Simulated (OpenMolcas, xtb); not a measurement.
# A ladder of methods for SbF3 (antimony trifluoride)

SbF3: 4 atoms, total charge 0, spin state singlet. SMILES: `[F][Sb]([F])[F]`. The shape comes from GFN2-xTB, which is rough for such elements, and wasn't checked as a minimum.

```xyz
4

F    -1.5061   -0.3646    0.3514
Sb    0.1504    0.6422    0.5711
F     1.1191   -1.0447    0.4499
F     0.2366    0.7672   -1.3724
```

Each level gives the dipole moment (D). The values are calculated.

```json
{"level": "GFN0-xTB", "kind": "semi-empirical", "program": "xtb", "value (D)": "8.74", "CPU time": "under 2 s"}
{"level": "GFN1-xTB", "kind": "semi-empirical", "program": "xtb", "value (D)": "7.06", "CPU time": "under 2 s"}
{"level": "GFN2-xTB", "kind": "semi-empirical", "program": "xtb", "value (D)": "5.23", "CPU time": "under 2 s"}
{"level": "HF/def2-SVP (core potential)", "kind": "Hartree–Fock", "program": "OpenMolcas", "value (D)": "6.03", "CPU time": "4.7 s"}
{"level": "BLYP/def2-SVP (core potential)", "kind": "GGA", "program": "OpenMolcas", "value (D)": "4.56", "CPU time": "14 s"}
{"level": "M06-2X/def2-SVP (core potential)", "kind": "hybrid meta-GGA", "program": "OpenMolcas", "value (D)": "5.34", "CPU time": "15 s"}
{"level": "PBE0/def2-SVP (core potential)", "kind": "global hybrid", "program": "OpenMolcas", "value (D)": "5.07", "CPU time": "13 s"}
```

The values span 4.56 to 8.74 D. CPU times are rough (shared hosts, several kinds of processor): they show what a rung costs within a factor of a few.

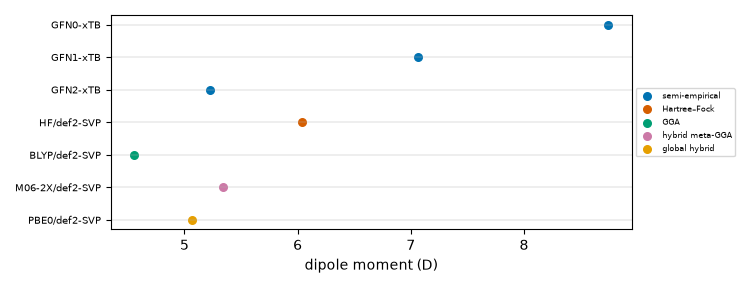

The values of the table, level by level.
